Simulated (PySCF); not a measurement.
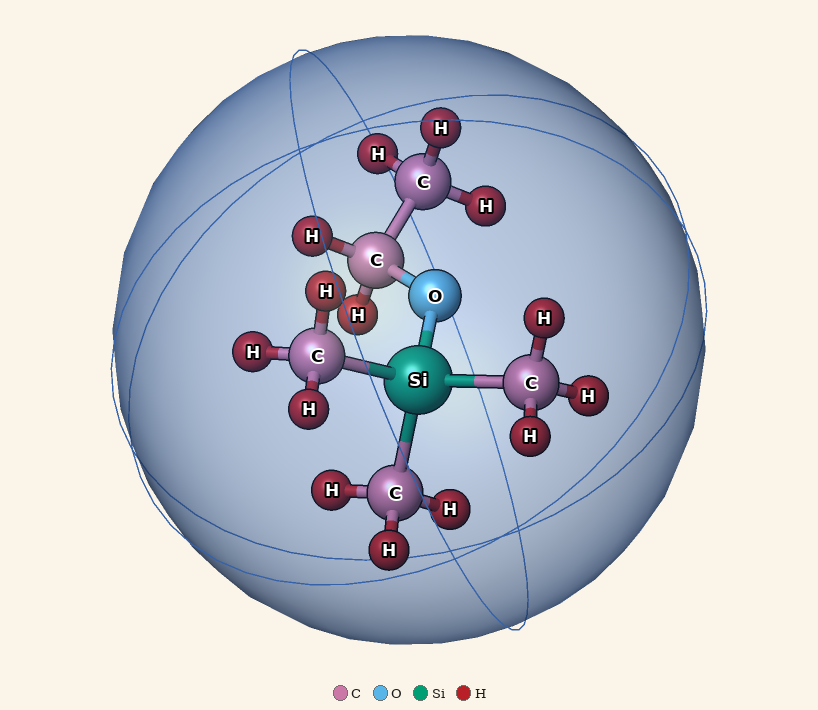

The ellipsoid shows the static dipole polarisability: its half-axes are proportional to the principal values. The computed structure is the end point of a GFN2-xTB optimisation. No frequency run is at hand to confirm it as a minimum. Method: PBE0/def2-SVPD (PySCF 2.14.0).

### Give the principal values, the mean and the anisotropy.

Principal values 87.5, 89.3, 96.7 bohr³; mean 91.2 bohr³ (13.51 Å³); anisotropy 8.4 bohr³, so the longest axis is 1.10 times the shortest.

The geometry is semi-empirical. Around Si such bond lengths and angles can be off by a tenth of an ångström or more and by several degrees, and values that hang on the shape move with them.
